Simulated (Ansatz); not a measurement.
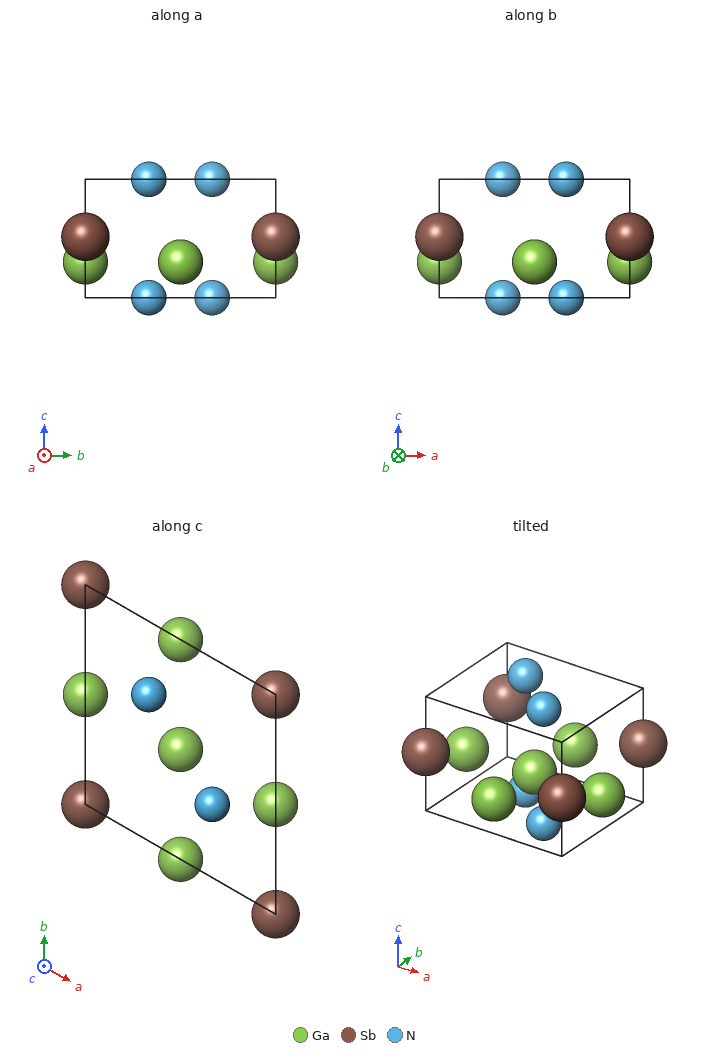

This spheres-only model is shown along the a axis, along the b axis, along the c axis and slightly off an axis. Atoms at the boundary of the conventional unit cell (the box) are drawn once for each face, edge or corner they touch.

Lattice parameters: a = 5.9161 Å, b = 5.9161 Å, c = 3.1876 Å, α = 90.000°, β = 90.000°, γ = 120.000°.

**Record the structure as a CIF with its space group and independent sites, with free fractional coordinates to two decimals.**

```cif
data_structure
_symmetry_space_group_name_H-M 'P 6 m m'
_symmetry_Int_Tables_number 183
_cell_length_a 5.9161
_cell_length_b 5.9161
_cell_length_c 3.1876
_cell_angle_alpha 90.000
_cell_angle_beta 90.000
_cell_angle_gamma 120.000
_cell_volume 96.62
loop_
_atom_site_label
_atom_site_type_symbol
_atom_site_symmetry_multiplicity
_atom_site_Wyckoff_symbol
_atom_site_fract_x
_atom_site_fract_y
_atom_site_fract_z
_atom_site_occupancy
Ga1 Ga 3 c 0.50 0.00 0.30 1
Sb1 Sb 1 a 0.00 0.00 0.51 1
N1 N 2 b 0.3333 0.6667 0.00 1
```

The starting point was a random cell made by a generator, so it need not be a real form of the compound. Atoms and cell were optimised with Ansatz 0.2.0, DFT PBE, scalar-relativistic, plane waves, PAW.
